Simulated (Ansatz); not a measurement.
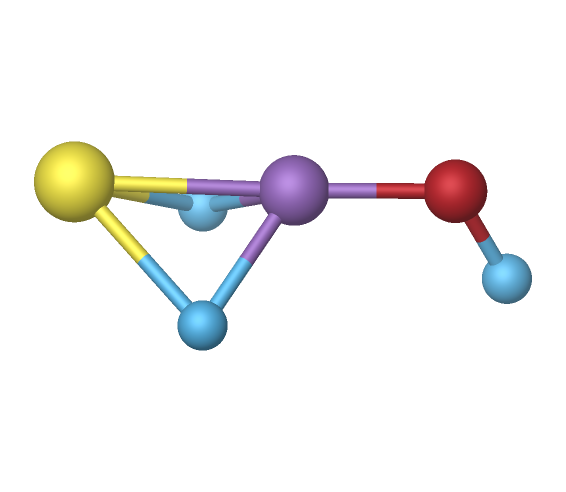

The picture shows a molecular structure as a ball-and-stick model. Every bond is drawn as one stick, whatever its order. Colours: boron purple, oxygen red, silicon yellow, hydrogen blue.

Count the atoms of each element.

Answer. BH₃OSi, 6 atoms: 1 boron, 3 hydrogen, 1 oxygen and 1 silicon.

How many sets of symmetry-equivalent atoms are there?

Answer. 5: 1 B, 1 O, 1 Si, 2 H, 1 H.

How many bonds of each kind are drawn?

Answer. 2 B–H, 2 Si–H, 1 B–O, 1 O–H, 1 B–Si. Sticks follow a distance rule.

Which point group does it belong to?

Answer. Cs.

The parts below concern this one geometry. Atoms keep their numbers from picture to picture. Computed geometry: PBE0-D4/def2-TZVP optimisation. No frequency run is at hand to confirm it as a minimum.

## Shape

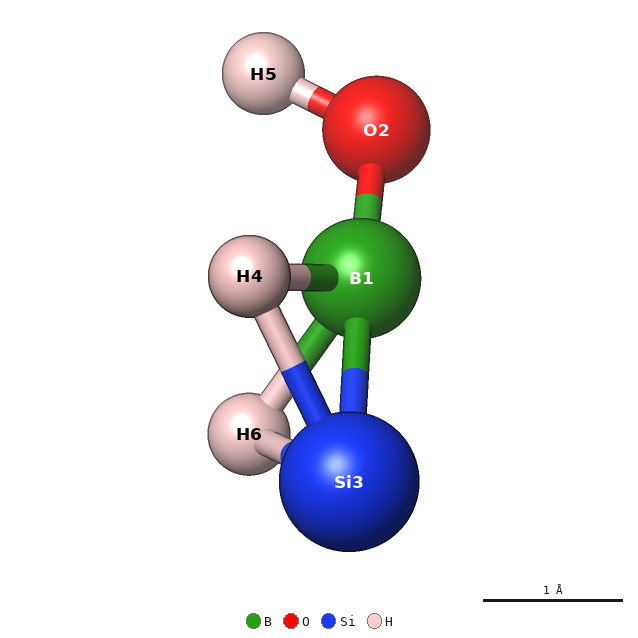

The atoms are numbered. No frequency run is at hand to confirm it as a minimum.

List the bonds and their lengths.

```csv
bond,length (Å)
B1–O2,1.346
B1–Si3,1.835
B1–H4,1.425
B1–H6,1.426
O2–H5,0.960
Si3–H4,1.651
Si3–H6,1.651
```

## Charges

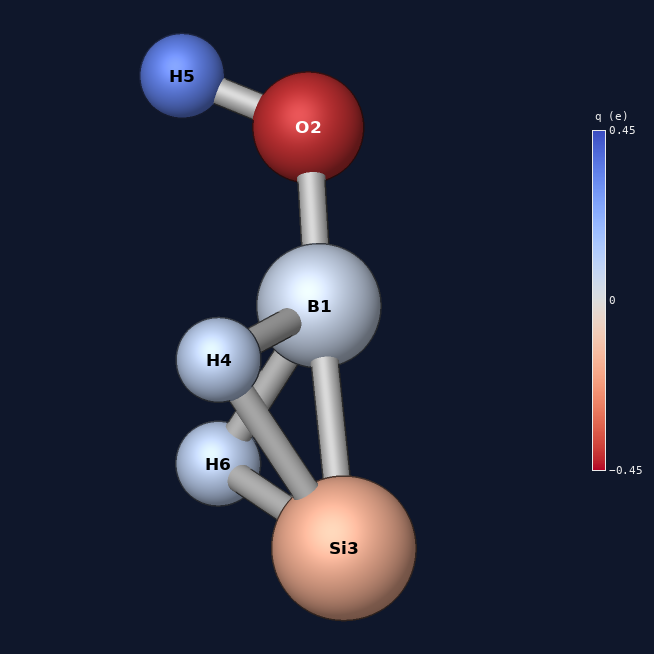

Atoms are coloured by their Mulliken charges. No frequency run is at hand to confirm it as a minimum. Method: RKS PBE0-D4/def2-TZVP (Ansatz 0.2.0).

Which atom carries the highest charge (most positive or least negative)?

Answer. H5 (0.34 e).

And the lowest?

Answer. O2 (−0.41 e).

List the Mulliken charges.

```json
{"atom": "B1", "value (e)": "0.06"}
{"atom": "O2", "value (e)": "−0.41"}
{"atom": "Si3", "value (e)": "−0.16"}
{"atom": "H4", "value (e)": "0.09"}
{"atom": "H5", "value (e)": "0.34"}
{"atom": "H6", "value (e)": "0.09"}
```

## Dipole moment

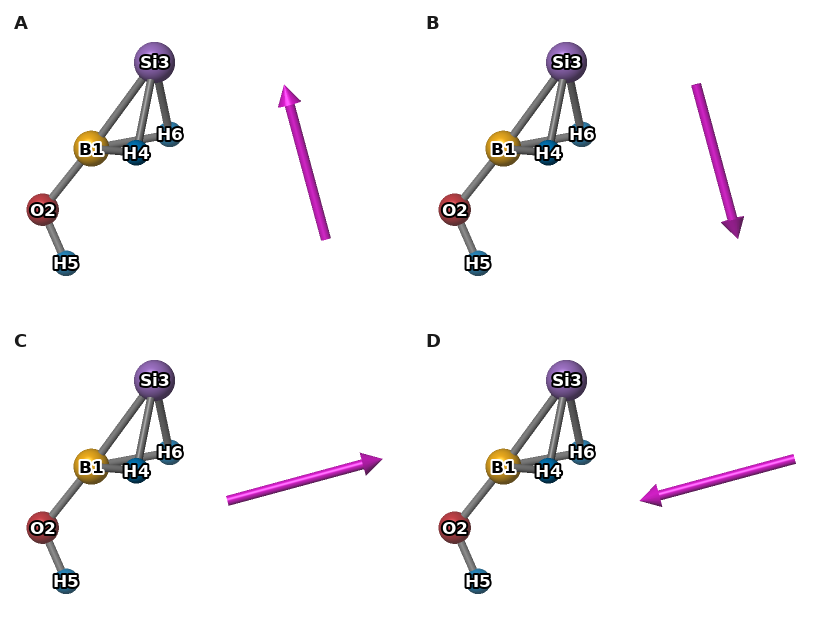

The same molecule four times, each with an arrow. No frequency run is at hand to confirm it as a minimum. Level of theory: RKS PBE0-D4/def2-TZVP (Ansatz 0.2.0).

Which arrow points along the dipole moment, from the negative to the positive end?

Answer. B. The dipole moment is 1.81 D; it points from the side of Si3 to the side of H5 (the outermost atoms at the two ends).

## Electronic properties

No frequency run is at hand to confirm it as a minimum. Level of theory: RKS PBE0-D4/def2-TZVPP (Ansatz 0.2.0).

Predict the main results.

- HOMO energy (Kohn–Sham orbital): −6.71 eV
- LUMO energy (Kohn–Sham orbital): −0.65 eV
- HOMO–LUMO gap: 6.05 eV

Mulliken values depend strongly on the basis set and can even reverse the polarity of a bond.
